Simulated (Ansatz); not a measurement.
Sn$_{3}$GeO$_{4}$

Input

```
crystal:
  lattice:
    - [2.7162677, -2.7086529, 0.0]
    - [2.7162677, 2.7086529, 0.0]
    - [-0.0998158, 0.0, 9.8755503]
  atoms:
    - { symbol: Sn, position: [0.256735, 0.256735, 0.874075] }
    - { symbol: Sn, position: [0.250045, 0.250045, 0.35823] }
    - { symbol: Sn, position: [0.752181, 0.752181, 0.636674] }
    - { symbol: Ge, position: [0.708668, 0.708668, 0.139541] }
    - { symbol: O, position: [0.270633, 0.753585, 0.24059] }
    - { symbol: O, position: [0.754268, 0.253883, 0.75515] }
    - { symbol: O, position: [0.253883, 0.754268, 0.75515] }
    - { symbol: O, position: [0.753585, 0.270633, 0.24059] }
basis:
  ecutwfc: 420
kpoints:
  mp_grid: { grid: [8, 8, 4] }
hamiltonian:
  xc: pbe
scf:
  occupations: { method: gaussian, width: 0.02 }
output:
  forces: true
  stress: true
  eigenvalues: true
  write_density: true
  write_potential: true
  elf: true
  volumetric_format: npy
relax:
  adjacent_minimum: "off"
  f_tol: 0.01
  max_steps: 80
  cell: { stress_tol: 0.05 }
```

Command:

```sh
ansatz run input.yaml --threads 4 --pin off --max-ram 8192MiB --backend cpu --events-out ev --progress --plain --runs-dir out
```

Below, planes, directions and counts refer to the conventional cell (a = 5.43 Å, b = 5.42 Å, c = 9.88 Å, α = 90.00°, β = 90.58°, γ = 90.00°).

Space group Cm; a structure generated by program, which may or may not match a known phase.

All numbers below come from DFT PBE, scalar-relativistic, plane waves, PAW in Ansatz.

Q: Predict the valence pseudo-density and electron localisation function between the atoms.

A: Ge–O (1.97 Å): ρ at the midpoint is about 0.68 e/Å³; the ELF peaks at about 0.80 in the valence shell of O, 0.6 Å from its nucleus, and is about 0.40 at the midpoint.
Sn–O (2.25 Å): ρ is about 0.45 e/Å³ halfway; the ELF peaks at about 0.85 in the valence shell of O, 0.6 Å from its nucleus, and is about 0.20 at the midpoint (no shared electron pair shows on this line).

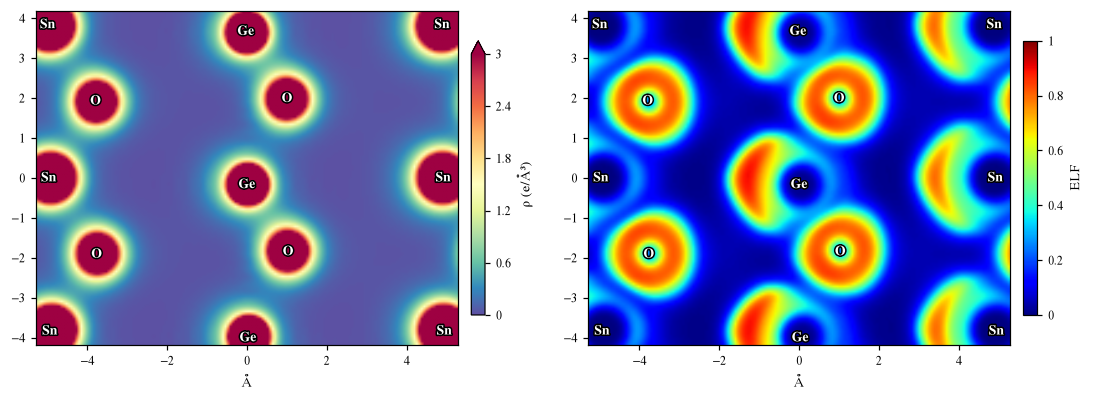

Computed valence pseudo-density and electron localisation function on the (11̄0) plane of the conventional cell, in this order. 
